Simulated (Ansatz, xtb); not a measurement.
**Ligand exchange: GeH3Br + SnH3Cl → GeH3Cl + SnH3Br**

Gas-phase species: GeH3Br `[GeH3][Br]`, singlet; SnH3Cl `[Cl][SnH3]`, singlet; GeH3Cl (chlorogermane) `[Cl][GeH3]`, singlet; SnH3Br `[Br][SnH3]`, singlet. The partners trade Br for Cl: Ge–Br and Sn–Cl bonds give way to Ge–Cl and Sn–Br.

Shapes, held fixed at every level: PBE0-D4/def2-TZVP. Programs: Ansatz 0.2.0, xtb 6.7.1. The zero-point and thermal change to 298 K, harmonic and unscaled (PBE0-D4/def2-TZVP), is +0.2 kJ/mol.

```tsv
level	kind	ΔH(298 K) (kJ/mol)	less CCSD(T)/def2-TZVPP
GFN2-xTB	semi-empirical	-17.3	-13.0
HF/def2-SVP	Hartree–Fock	-5.9	-1.6
HF/def2-TZVPP	Hartree–Fock	-6.2	-1.9
r2SCAN0-D4/def2-TZVPP	global hybrid	-5.1	-0.8
wB97M-V/def2-TZVPP	range-separated hybrid	-4.8	-0.5
MP2/def2-SVP	perturbation theory	-7.3	-3.0
CCSD(T)/def2-SVP	coupled cluster or CI	-7.2	-2.9
CCSD/def2-TZVPP	coupled cluster or CI	-4.5	-0.2
CCSD(T)/def2-TZVPP	coupled cluster or CI	-4.3	0.0
```

The highest level, CCSD(T)/def2-TZVPP, gives ΔH(298 K) = -4.3 kJ/mol; the levels span -17.3 to -4.3. The column of differences is taken from that level and isn't an error. No measured value is set beside it here. For atoms past krypton def2 sets carry core potentials with scalar relativity. Relativity is left out for Br, Ge. Outer-core shells of Br, Ge, Sn are correlated, in sets that cover them unevenly.

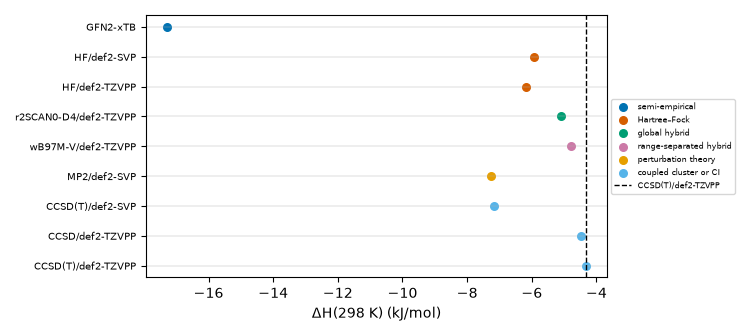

The values of the table, level by level.
